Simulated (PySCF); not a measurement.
**[Gd(S2)2]−: forces at shaken geometries**

How stiff is [Gd(S2)2]−? Its atoms are displaced at random by several amounts. It is a constructed species; whether it can be made isn't addressed.

Program: PySCF 2.14.0. Level of theory: B3LYP, Gd lcecp-1-SVP with ECP53, S def2-SVP; scalar-relativistic core potentials, no spin–orbit coupling. These are calculated values, not measurements.

3 further runs of the same task are left out: 2 for a known fault of the program, 1 that didn't finish.

**1. The system as given**

5 atoms, charge -1, spin multiplicity 1.

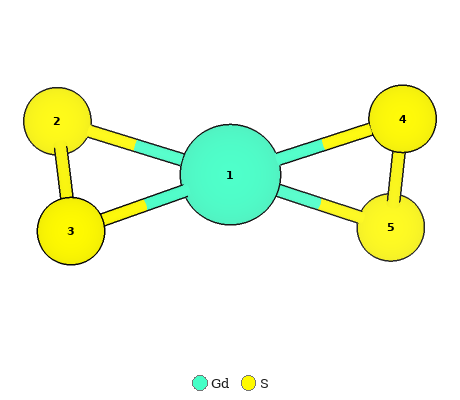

The structure; gadolinium teal, sulfur yellow; atoms are numbered from 1 in the order of the file.

Geometry (Å):

```xyz
5
GdS4
Gd    0.00000    0.00000    0.00000
S     0.78218    0.78218    2.39724
S    -0.78218   -0.78218    2.39724
S     0.78218   -0.78218   -2.39724
S    -0.78218    0.78218   -2.39724
```

Formal oxidation states: Gd +3. Each metal's 7 4f electrons lie in its core potential, so multiplicities, spins and levels count the valence alone. An earlier session relaxed this geometry at B3LYP, Gd lcecp-1-SVP with ECP53, S def2-SVP (singlet, point group D2d).

Its energy there is -1628.488784 Eh.

**2. Atoms moved at random, σ = 0.1 Å**

The input, run.py (the lines that set the calculation):

```python
mol = gto.M(atom='''
Gd     0.16202     0.08838    -0.00543
S      0.82501     0.90302     2.37927
S     -0.82315    -0.77853     2.52565
S      0.80219    -0.86186    -2.34527
S     -0.96608     0.64900    -2.55422''',
    basis={'Gd': 'lcecp-1-SVP', 'S': 'def2-SVP'},
    ecp={'Gd': 'lcecp-1-SVP'},
    charge=-1, spin=0)
mf = dft.RKS(mol, xc='B3LYP')
mf.grids.atom_grid = (50, 194)  # f atoms: unpruned, at least (60, 302)
mf = mf.density_fit()  # fitting sets: Gd AutoAux, S def2-universal-JKFIT
mf.conv_tol = 1e-08; mf.max_cycle = 55
mf.kernel(dm0)  # dm0: the density of the relaxed state
```

Run with:

```
> OMP_NUM_THREADS=2 python run.py
```

Output:

```text
init E= -1628.40310902974
  HOMO = -0.0795619412951048  LUMO = 0.0254958336753893  gap/eV = 2.85877
cycle= 1 E= -1628.46601446984  delta_E= -0.0629  |g|= 0.113  |ddm|= 0.555
  HOMO = -0.0398125786066217  LUMO = 0.0507865974599179  gap/eV = 2.46533
cycle= 2 E= -1628.46177882354  delta_E= 0.00424  |g|= 0.159  |ddm|= 0.342
  HOMO = -0.0500127077305425  LUMO = 0.0506402375158265  gap/eV = 2.73891
cycle= 3 E= -1628.47001119152  delta_E= -0.00823  |g|= 0.0449  |ddm|= 0.239
  HOMO = -0.0505668837846101  LUMO = 0.0488778546612019  gap/eV = 2.70603
cycle= 4 E= -1628.47073818896  delta_E= -0.000727  |g|= 0.0045  |ddm|= 0.0644
  HOMO = -0.0505414671611899  LUMO = 0.0491082307156405  gap/eV = 2.71161
cycle= 5 E= -1628.47074514156  delta_E= -6.95e-06  |g|= 0.00244  |ddm|= 0.01
  HOMO = -0.050572121965216  LUMO = 0.049042534072841  gap/eV = 2.71065
cycle= 6 E= -1628.47074697155  delta_E= -1.83e-06  |g|= 0.0013  |ddm|= 0.00508
  HOMO = -0.0506079527548233  LUMO = 0.0490219370384454  gap/eV = 2.71107
cycle= 7 E= -1628.47074759064  delta_E= -6.19e-07  |g|= 0.000274  |ddm|= 0.00194
  HOMO = -0.0506052691307536  LUMO = 0.0490163300702157  gap/eV = 2.71084
cycle= 8 E= -1628.47074761691  delta_E= -2.63e-08  |g|= 0.000116  |ddm|= 0.000586
  HOMO = -0.0506028459607947  LUMO = 0.0490184722876091  gap/eV = 2.71083
cycle= 9 E= -1628.47074762245  delta_E= -5.54e-09  |g|= 1.64e-05  |ddm|= 0.000216
  HOMO = -0.0506025297908352  LUMO = 0.0490204389396849  gap/eV = 2.71088
Extra cycle  E= -1628.47074762244  delta_E= 7.73e-12  |g|= 2.07e-05  |ddm|= 6.39e-05
converged SCF energy = -1628.47074762244
```

Wall time 3.5 s (2 threads of Intel Xeon 6975P-C (Granite Rapids), shared host).

Read off: E = -1628.470748 Eh (+0.491 eV from the relaxed state), HOMO -1.38 eV, LUMO 1.33 eV, Mulliken charge on Gd1 +0.65 e, largest force component 1.450 eV/Å. 

| atom | Fx | Fy | Fz (eV/Å) |
| --- | --- | --- | --- |
| Gd1 | -1.450 | -0.240 | -0.013 |
| S2 | -0.466 | -0.537 | 0.426 |
| S3 | 1.186 | 1.098 | -1.233 |
| S4 | -0.462 | 0.439 | -0.361 |
| S5 | 1.192 | -0.760 | 1.182 |

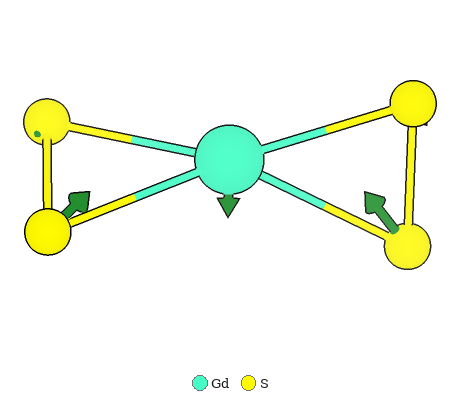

Forces as arrows, the longest for the largest force.

**3. Atoms moved at random, σ = 0.06 Å**

The input, run.py (the lines that set the calculation):

```python
mol = gto.M(atom='''
Gd     0.02569    -0.03708     0.09717
S      0.71946     0.84249     2.40940
S     -0.78239    -0.85132     2.36220
S      0.80279    -0.76466    -2.45487
S     -0.76555     0.81057    -2.41391''',
    basis={'Gd': 'lcecp-1-SVP', 'S': 'def2-SVP'},
    ecp={'Gd': 'lcecp-1-SVP'},
    charge=-1, spin=0)
mf = dft.RKS(mol, xc='B3LYP')
mf.grids.atom_grid = (50, 194)  # f atoms: unpruned, at least (60, 302)
mf = mf.density_fit()  # fitting sets: Gd AutoAux, S def2-universal-JKFIT
mf.conv_tol = 1e-08; mf.max_cycle = 55
mf.kernel(dm0)  # dm0: the density of the relaxed state
```

Run with:

```
> OMP_NUM_THREADS=2 python run.py
```

Output:

```text
init E= -1628.47166907161
  HOMO = -0.0508062262915304  LUMO = 0.0565996864441866  gap/eV = 2.92266
cycle= 1 E= -1628.47891849425  delta_E= -0.00725  |g|= 0.0783  |ddm|= 0.349
  HOMO = -0.0164092381201328  LUMO = 0.0565587267627881  gap/eV = 1.98556
cycle= 2 E= -1628.47623342571  delta_E= 0.00269  |g|= 0.12  |ddm|= 0.357
  HOMO = -0.0330305502440247  LUMO = 0.0623640314571776  gap/eV = 2.59582
cycle= 3 E= -1628.48187022538  delta_E= -0.00564  |g|= 0.0145  |ddm|= 0.198
  HOMO = -0.033478827711221  LUMO = 0.0612123975142161  gap/eV = 2.57668
cycle= 4 E= -1628.48192991504  delta_E= -5.97e-05  |g|= 0.00624  |ddm|= 0.0271
  HOMO = -0.0338748251455385  LUMO = 0.0617029912487474  gap/eV = 2.60080
cycle= 5 E= -1628.48194422451  delta_E= -1.43e-05  |g|= 0.00203  |ddm|= 0.0116
  HOMO = -0.0340240793374598  LUMO = 0.0616189218140514  gap/eV = 2.60258
cycle= 6 E= -1628.48194587716  delta_E= -1.65e-06  |g|= 0.000314  |ddm|= 0.00365
  HOMO = -0.0340217102427154  LUMO = 0.0616069236607329  gap/eV = 2.60219
cycle= 7 E= -1628.48194591914  delta_E= -4.2e-08  |g|= 0.000137  |ddm|= 0.000708
  HOMO = -0.0340109777085509  LUMO = 0.0616105607632924  gap/eV = 2.60199
cycle= 8 E= -1628.48194592512  delta_E= -5.97e-09  |g|= 5.93e-05  |ddm|= 0.000264
  HOMO = -0.0340095512912306  LUMO = 0.0616117516196923  gap/eV = 2.60199
Extra cycle  E= -1628.48194592198  delta_E= 3.14e-09  |g|= 0.000113  |ddm|= 0.000231
converged SCF energy = -1628.48194592198
```

Run time: 3.4 s. Hardware: 2 threads of Intel Xeon 6975P-C (Granite Rapids), shared host.

Result: E = -1628.481946 Eh (+0.186 eV from the relaxed state), HOMO -0.93 eV, LUMO 1.68 eV, Mulliken charge on Gd1 +0.61 e, largest force component 2.790 eV/Å. 

| atom | Fx | Fy | Fz (eV/Å) |
| --- | --- | --- | --- |
| Gd1 | 0.116 | 0.201 | -2.790 |
| S2 | -0.178 | -0.207 | 0.513 |
| S3 | 0.040 | 0.079 | 0.852 |
| S4 | -0.234 | 0.218 | 0.689 |
| S5 | 0.257 | -0.291 | 0.736 |

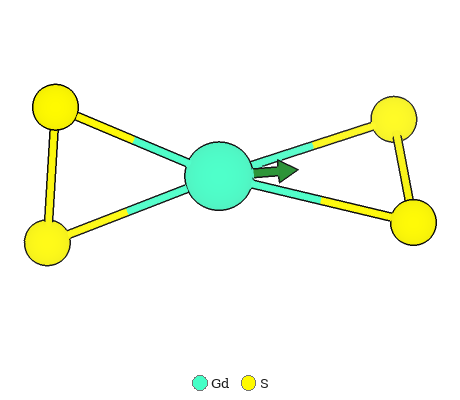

Forces as arrows, the longest for the largest force.

**4. Atoms moved at random, σ = 0.06 Å**

The input, run.py (the lines that set the calculation):

```python
mol = gto.M(atom='''
Gd     0.02038    -0.05924    -0.03563
S      0.78785     0.73796     2.39907
S     -0.78046    -0.81351     2.38045
S      0.73598    -0.66914    -2.39156
S     -0.76375     0.80393    -2.35233''',
    basis={'Gd': 'lcecp-1-SVP', 'S': 'def2-SVP'},
    ecp={'Gd': 'lcecp-1-SVP'},
    charge=-1, spin=0)
mf = dft.RKS(mol, xc='B3LYP')
mf.grids.atom_grid = (50, 194)  # f atoms: unpruned, at least (60, 302)
mf = mf.density_fit()  # fitting sets: Gd AutoAux, S def2-universal-JKFIT
mf.conv_tol = 1e-08; mf.max_cycle = 55
mf.kernel(dm0)  # dm0: the density of the relaxed state
```

Run with:

```
> OMP_NUM_THREADS=2 python run.py
```

Output:

```text
init E= -1628.5202306604
  HOMO = -0.0359958357345849  LUMO = 0.0637852645901376  gap/eV = 2.71518
cycle= 1 E= -1628.48283465927  delta_E= 0.0374  |g|= 0.0588  |ddm|= 0.251
  HOMO = -0.0326243789677036  LUMO = 0.0667882403873428  gap/eV = 2.70516
cycle= 2 E= -1628.48150225528  delta_E= 0.00133  |g|= 0.0867  |ddm|= 0.214
  HOMO = -0.0368206277814484  LUMO = 0.064560504713242  gap/eV = 2.75872
cycle= 3 E= -1628.48415664858  delta_E= -0.00265  |g|= 0.00822  |ddm|= 0.129
  HOMO = -0.0370078333588652  LUMO = 0.065114696176046  gap/eV = 2.77890
cycle= 4 E= -1628.48417480451  delta_E= -1.82e-05  |g|= 0.00344  |ddm|= 0.0158
  HOMO = -0.0369902252905641  LUMO = 0.0647676113672517  gap/eV = 2.76897
cycle= 5 E= -1628.48417912562  delta_E= -4.32e-06  |g|= 0.00122  |ddm|= 0.00696
  HOMO = -0.0370829051863455  LUMO = 0.0648213032901346  gap/eV = 2.77295
cycle= 6 E= -1628.48417973522  delta_E= -6.1e-07  |g|= 0.000326  |ddm|= 0.00246
  HOMO = -0.0370420728503804  LUMO = 0.0648363178045805  gap/eV = 2.77225
cycle= 7 E= -1628.48417978418  delta_E= -4.9e-08  |g|= 7.03e-05  |ddm|= 0.000688
  HOMO = -0.0370454994719565  LUMO = 0.0648341170677966  gap/eV = 2.77229
cycle= 8 E= -1628.48417978637  delta_E= -2.19e-09  |g|= 3.2e-05  |ddm|= 0.000185
  HOMO = -0.0370451332640941  LUMO = 0.0648329285725602  gap/eV = 2.77224
Extra cycle  E= -1628.48417978577  delta_E= 6.02e-10  |g|= 5.42e-05  |ddm|= 0.000119
converged SCF energy = -1628.48417978577
```

Run time: 3.4 s. Hardware: 2 threads of Intel Xeon 6975P-C (Granite Rapids), shared host.

It gives: E = -1628.484180 Eh (+0.125 eV from the relaxed state), HOMO -1.01 eV, LUMO 1.76 eV, Mulliken charge on Gd1 +0.59 e, largest force component 1.456 eV/Å. 

| atom | Fx | Fy | Fz (eV/Å) |
| --- | --- | --- | --- |
| Gd1 | -0.179 | 0.303 | 1.456 |
| S2 | -0.011 | -0.043 | -0.213 |
| S3 | -0.029 | -0.063 | -0.025 |
| S4 | 1.167 | -1.127 | -0.983 |
| S5 | -0.949 | 0.930 | -0.235 |

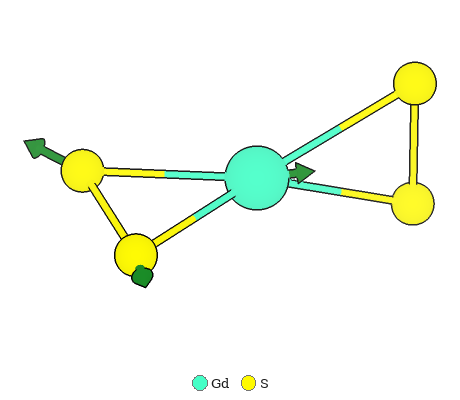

Forces as arrows, the longest for the largest force.

**5. Results**

| σ (Å) | energy rise (eV) | harmonic estimate −½ F·u (eV) | largest force component (eV/Å) |
| --- | --- | --- | --- |
| 0.1 | 0.491 | 0.459 | 1.45 |
| 0.06 | 0.186 | 0.181 | 2.79 |
| 0.06 | 0.125 | 0.132 | 1.46 |

Every displacement raises the energy. For a harmonic well the rise equals −½ F·u; the two differ by at most 6 % here (a move with σ = 0.1 Å), from anharmonicity, the grid and the small forces left at the relaxed point. The bases are small and lack diffuse functions. Spin–orbit coupling is left out.
